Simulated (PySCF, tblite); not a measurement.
# C₄H₃F₂NOS: a rotation path, then NMR shifts on frames, part 1 of 2

Aim: move C₄H₃F₂NOS (`COc1nsc(F)c1F`) away from its starting geometry and see how NMR shifts follow the geometry.

Programs: tblite 0.8.0 and PySCF 2.14.0, with density-fitted response routines of our own. Each step states its level of theory. These are calculated values for one molecule in the gas phase, unless marked as measured. Atoms count from 0, in the outputs and in this text.

## 1. Starting geometry

12 atoms, charge 0, multiplicity 1; geometry from: GFN2-xTB.

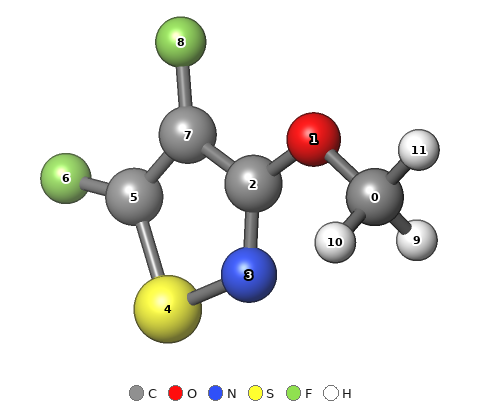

The starting geometry (carbon grey, oxygen red, nitrogen blue, sulfur yellow, fluorine green, hydrogen white), atoms numbered; sticks join atoms by distance.

## 2. A band between two rotamers with GFN2-xTB

The job: settings as JSON, then the geometry in Å.

```
{"job": {"kind": "neb", "xc": "GFN2-xTB", "basis": "xTB", "atoms": [3, 2, 1, 0], "turn": 180}, "charge": 0, "multiplicity": 1}
C      2.216796    -0.168889     0.141524
O      1.111741     0.628090    -0.251510
C     -0.084461     0.093846    -0.048326
N     -0.262279    -1.088708     0.480848
S     -1.845236    -1.479276     0.610413
C     -2.368459     0.012781    -0.079187
F     -3.650147     0.304037    -0.245736
C     -1.286840     0.782592    -0.395609
F     -1.325154     1.996906    -0.947915
H      2.218978    -1.114115    -0.404913
H      2.172995    -0.381526     1.211319
H      3.103264     0.413576    -0.096934
```

Method: GFN2-xTB climbing-image nudged elastic band, gas phase.

Command:

```
OMP_NUM_THREADS=1 python probes_run.py task.json out
```

One launch serves the whole session: the jobs run in the order shown.

The program printed:

```text
image   E - E0 / eV
  0       0.0000
  1       0.0423
  2       0.1560
  3       0.2931
  4       0.3638
  5       0.3315
  6       0.2726
  7       0.2187
  8       0.1873
```

Run time: 2.6 s. Hardware: 1 thread of Intel Xeon Platinum 8488C, shared host; peak memory 0.19 GiB.

The final band, with the dihedral N3–C2–O1–C0:

```
image  dihedral (°)  energy (eV)  energy (kcal/mol)
    0             0        0.000                0.0
    1            16        0.042                1.0
    2            37        0.156                3.6
    3            63        0.293                6.8
    4            91        0.364                8.4
    5           116        0.332                7.6
    6           139        0.273                6.3
    7           158        0.219                5.0
    8           180        0.187                4.3
```

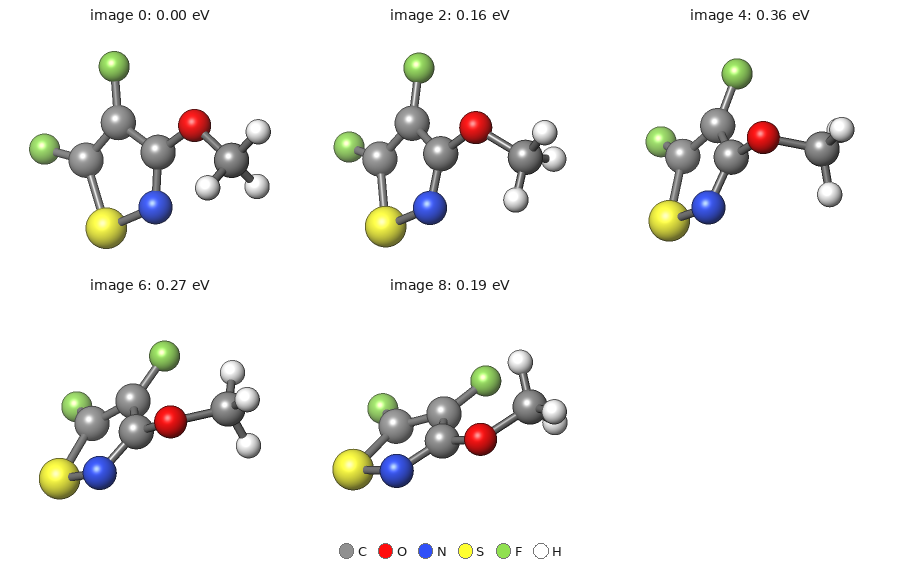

Images along the band.

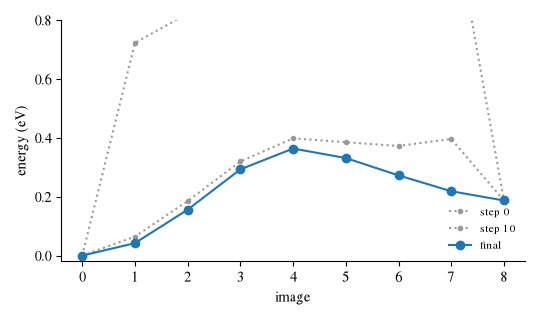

Energy along the band, early and final.

## 3. NMR shieldings: image 0, PBE0/pcSseg-1

The job: settings as JSON, then the geometry in Å.

```
{"job": {"kind": "nmr", "xc": "PBE0", "basis": "pcSseg-1", "pop": false}, "charge": 0, "multiplicity": 1}
C      2.216800    -0.168900     0.141500
O      1.111700     0.628100    -0.251500
C     -0.084500     0.093800    -0.048300
N     -0.262300    -1.088700     0.480800
S     -1.845200    -1.479300     0.610400
C     -2.368500     0.012800    -0.079200
F     -3.650100     0.304000    -0.245700
C     -1.286800     0.782600    -0.395600
F     -1.325200     1.996900    -0.947900
H      2.219000    -1.114100    -0.404900
H      2.173000    -0.381500     1.211300
H      3.103300     0.413600    -0.096900
```

Method: GIAO PBE0/pcSseg-1 NMR shielding, non-relativistic, gas phase.

The program printed:

```text
coarse grid: 12152 points
cycle   1  E = -881.1372813773  dE =  1.883e+00  |g| = 7.608e-01  |ddm| = 3.521e+00
cycle   2  E = -880.9641431065  dE =  1.731e-01  |g| = 1.240e+00  |ddm| = 1.410e+00
cycle   3  E = -881.2364755008  dE = -2.723e-01  |g| = 1.071e-01  |ddm| = 9.537e-01
cycle   4  E = -881.2376251579  dE = -1.150e-03  |g| = 8.147e-02  |ddm| = 1.518e-01
cycle   5  E = -881.2391238001  dE = -1.499e-03  |g| = 1.468e-02  |ddm| = 7.440e-02
cycle   6  E = -881.2391536289  dE = -2.983e-05  |g| = 7.858e-03  |ddm| = 1.456e-02
cycle   7  E = -881.2391658762  dE = -1.225e-05  |g| = 1.266e-03  |ddm| = 6.179e-03
cycle   8  E = -881.2391662415  dE = -3.654e-07  |g| = 4.948e-04  |ddm| = 1.798e-03
final grid: 118104 points
cycle   9  E = -881.3154821305  dE = -2.810e-05  |g| = 1.205e-02  |ddm| = 2.862e-02
cycle  10  E = -881.3154428397  dE =  3.929e-05  |g| = 1.885e-02  |ddm| = 2.172e-02
cycle  11  E = -881.3155094510  dE = -6.661e-05  |g| = 1.887e-03  |ddm| = 1.387e-02
cycle  12  E = -881.3155102171  dE = -7.661e-07  |g| = 5.126e-04  |ddm| = 1.895e-03
cycle  13  E = -881.3155102720  dE = -5.494e-08  |g| = 1.954e-04  |ddm| = 5.841e-04
cycle  14  E = -881.3155102801  dE = -8.072e-09  |g| = 4.011e-05  |ddm| = 1.619e-04
cycle  15  E = -881.3155102803  dE = -2.533e-10  |g| = 1.538e-05  |ddm| = 4.315e-05
converged SCF energy = -881.3155102803

GIAO shielding tensors (ppm)
atom      isotropic    diamagn.    paramagn.     s11        s22        s33       span
  0 C      130.199     244.429    -114.231    100.975    112.363    177.258     76.283
  1 O      211.067     396.472    -185.405     73.254    268.858    291.089    217.835
  2 C       24.347     252.860    -228.513    -48.721     32.990     88.772    137.494
  3 N       45.645     330.326    -284.681   -165.955     54.213    248.677    414.632
  4 S      268.503    1055.063    -786.560     70.004    354.775    380.729    310.725
  5 C        8.497     262.525    -254.028    -46.978      1.376     71.092    118.070
  6 F      303.040     466.850    -163.809    221.747    253.828    433.547    211.800
  7 C       49.112     247.708    -198.596     -3.998     62.080     89.253     93.251
  8 F      350.945     470.358    -119.413    271.373    319.769    461.693    190.320
  9 H       27.468      28.888      -1.421     23.786     25.200     33.417      9.632
 10 H       27.478      28.899      -1.421     23.798     25.199     33.438      9.640
 11 H       27.534      27.823      -0.290     23.314     25.963     33.323     10.009
```

Run time: 28 s. Hardware: 1 thread of Intel Xeon Platinum 8488C, shared host; peak memory 0.79 GiB.

The references, computed at this level on geometries of the same kind, shield at (ppm): ¹H TMS 31.72, ¹³C TMS 186.9, ¹⁹F CFCl3 170.9, ¹⁵N NH3 267.7, ¹⁷O H2O 336.1, ³³S CS2 504. Their shielding less the atom's gives the shift. The references are single molecules in the gas phase, so shifts against H2O, NH3, PH3, H3PO4 or CFCl3 are not on the usual liquid scales and can be off by tens of ppm. Each atom is listed at this fixed geometry, with no averaging over motion; a spectrum would average atoms that exchange fast.

```
atoms                              environment  σ (ppm)  δ (ppm)
   C5         aromatic carbon bearing fluorine      8.5    178.4
   C2           aromatic carbon bearing oxygen     24.3    162.6
   C7         aromatic carbon bearing fluorine     49.1    137.8
   C0                methyl carbon bonded to O    130.2     56.7
   H9  hydrogen on a methyl carbon bonded to O    27.47     4.25
  H10  hydrogen on a methyl carbon bonded to O    27.48     4.24
  H11  hydrogen on a methyl carbon bonded to O    27.53     4.18
   O1                             ether oxygen    211.1    125.0
   N3       pyridine-type nitrogen of an azole     45.6    222.1
   S4                     aromatic ring sulfur      269      235
   F6                            aryl fluorine    303.0   -132.1
   F8                            aryl fluorine    350.9   -180.0
```

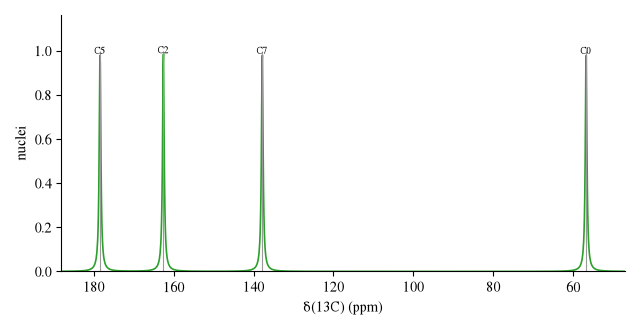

¹³C lines at the computed shifts, without couplings. Lines are broadened to a width of 0.49 ppm (Lorentzian).

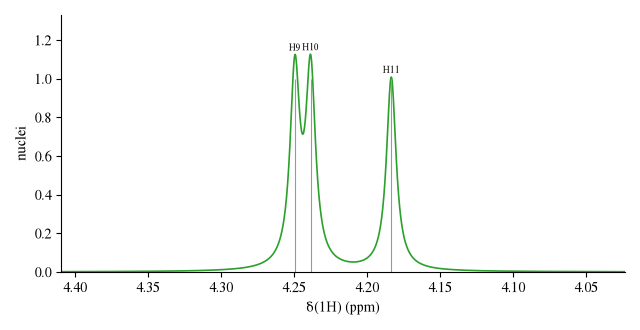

¹H lines at the computed shifts, without couplings. Lines are broadened to a width of 0.01 ppm (Lorentzian).

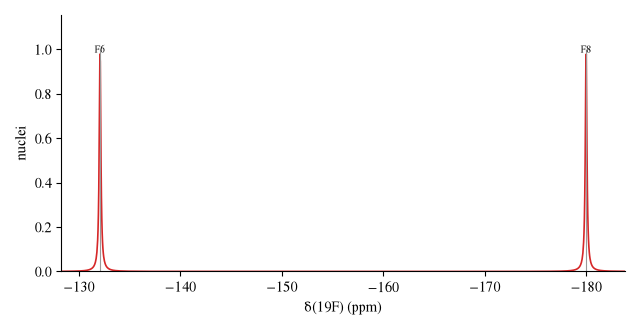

¹⁹F lines at the computed shifts, without couplings. Lines are broadened to a width of 0.19 ppm (Lorentzian).

Ring of atoms C2, N3, S4, C5, C7: NICS(0) -15.7, NICS(1) -9.5, NICS(1)zz -20.3 ppm (means of both faces).

Orbitals, density, ELF and potential are computed afterwards from the orbital file.

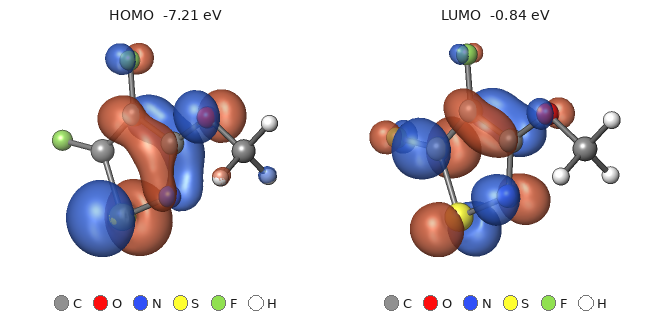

PBE0/pcSseg-1 orbitals near the gap, drawn at the value that encloses 70 % of each; the two colours are the two signs.

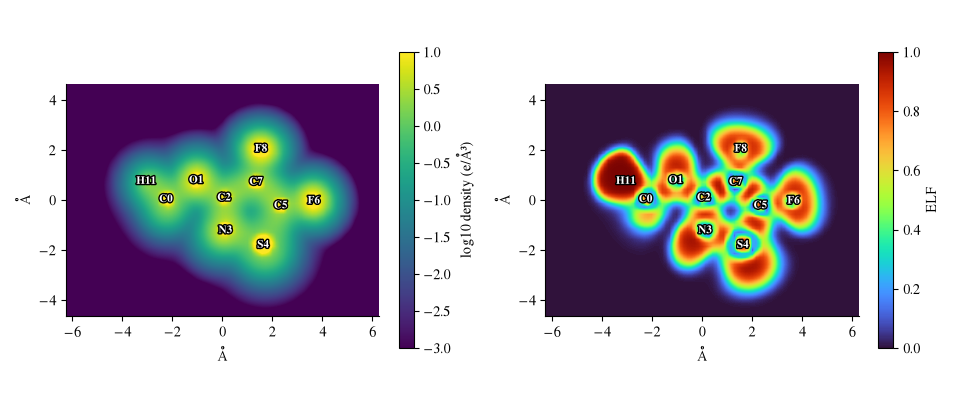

Density (left) and ELF (right) in a plane through or near 10 of the atoms.

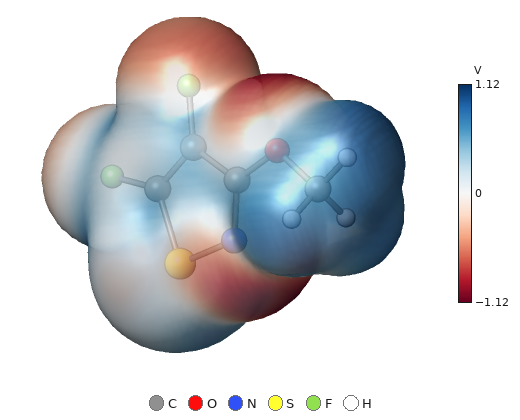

The potential that a unit positive charge feels on the 0.002 e/bohr³ surface, from the 1st to the 99th percentile, from -0.99 V near N3 to 1.12 V near S4.

## 4. NMR shieldings: image 2, PBE0/pcSseg-1

The job: settings as JSON, then the geometry in Å.

```
{"job": {"kind": "nmr", "xc": "PBE0", "basis": "pcSseg-1", "pop": false}, "charge": 0, "multiplicity": 1}
C      2.200200    -0.175100     0.032500
O      1.099800     0.718000     0.126000
C     -0.105400     0.169700     0.263300
N     -0.356700    -0.901900     0.970300
S     -1.933400    -1.320200     0.920900
C     -2.350900    -0.017800    -0.131000
F     -3.577100     0.150600    -0.603200
C     -1.240800     0.729700    -0.395200
F     -1.179700     1.797400    -1.191700
H      2.162800    -0.679600    -0.937700
H      2.190100    -0.915500     0.831900
H      3.092300     0.444000     0.088000
```

Method: GIAO PBE0/pcSseg-1 NMR shielding, non-relativistic, gas phase.

The program printed:

```text
coarse grid: 12152 points
cycle   1  E = -881.1296243294  dE =  1.881e+00  |g| = 7.685e-01  |ddm| = 3.513e+00
cycle   2  E = -880.9493772583  dE =  1.802e-01  |g| = 1.258e+00  |ddm| = 1.434e+00
cycle   3  E = -881.2306316917  dE = -2.813e-01  |g| = 1.156e-01  |ddm| = 9.760e-01
cycle   4  E = -881.2319083772  dE = -1.277e-03  |g| = 9.082e-02  |ddm| = 1.683e-01
cycle   5  E = -881.2337705161  dE = -1.862e-03  |g| = 1.455e-02  |ddm| = 8.211e-02
cycle   6  E = -881.2337990521  dE = -2.854e-05  |g| = 7.985e-03  |ddm| = 1.494e-02
cycle   7  E = -881.2338117390  dE = -1.269e-05  |g| = 1.289e-03  |ddm| = 6.379e-03
cycle   8  E = -881.2338121170  dE = -3.780e-07  |g| = 5.249e-04  |ddm| = 1.846e-03
final grid: 118104 points
cycle   9  E = -881.3104769480  dE = -2.699e-05  |g| = 1.196e-02  |ddm| = 2.664e-02
cycle  10  E = -881.3104403101  dE =  3.664e-05  |g| = 1.841e-02  |ddm| = 2.151e-02
cycle  11  E = -881.3105040409  dE = -6.373e-05  |g| = 1.689e-03  |ddm| = 1.359e-02
cycle  12  E = -881.3105046360  dE = -5.950e-07  |g| = 4.830e-04  |ddm| = 1.708e-03
cycle  13  E = -881.3105046830  dE = -4.700e-08  |g| = 1.987e-04  |ddm| = 5.614e-04
cycle  14  E = -881.3105046915  dE = -8.578e-09  |g| = 4.011e-05  |ddm| = 1.686e-04
cycle  15  E = -881.3105046918  dE = -2.583e-10  |g| = 1.506e-05  |ddm| = 4.088e-05
converged SCF energy = -881.3105046918

GIAO shielding tensors (ppm)
atom      isotropic    diamagn.    paramagn.     s11        s22        s33       span
  0 C      128.101     244.898    -116.797     98.038    103.946    182.319     84.281
  1 O      233.634     396.916    -163.282    110.366    280.905    309.630    199.264
  2 C       22.524     251.181    -228.657    -52.554     33.548     86.578    139.132
  3 N       29.829     329.388    -299.559   -209.580     47.031    252.036    461.616
  4 S      266.617    1055.105    -788.488     78.808    348.373    372.671    293.862
  5 C        8.178     262.295    -254.117    -48.964      1.463     72.036    121.000
  6 F      304.345     466.924    -162.580    220.427    253.240    439.367    218.941
  7 C       47.575     249.611    -202.036     -3.052     54.192     91.587     94.640
  8 F      347.933     471.018    -123.086    267.639    316.729    459.430    191.792
  9 H       27.967      29.300      -1.333     23.657     25.820     34.423     10.766
 10 H       26.677      28.865      -2.188     21.984     25.982     32.065     10.081
 11 H       27.540      27.958      -0.418     23.789     25.463     33.368      9.579
```

Run time: 22 s. Hardware: 1 thread of Intel Xeon Platinum 8488C, shared host; peak memory 0.86 GiB.

This run: δ C5 178.7, C2 164.4, C7 139.3, C0 58.8, H10 5.04, H11 4.18 ppm.

(Continued in part 2 of 2.)
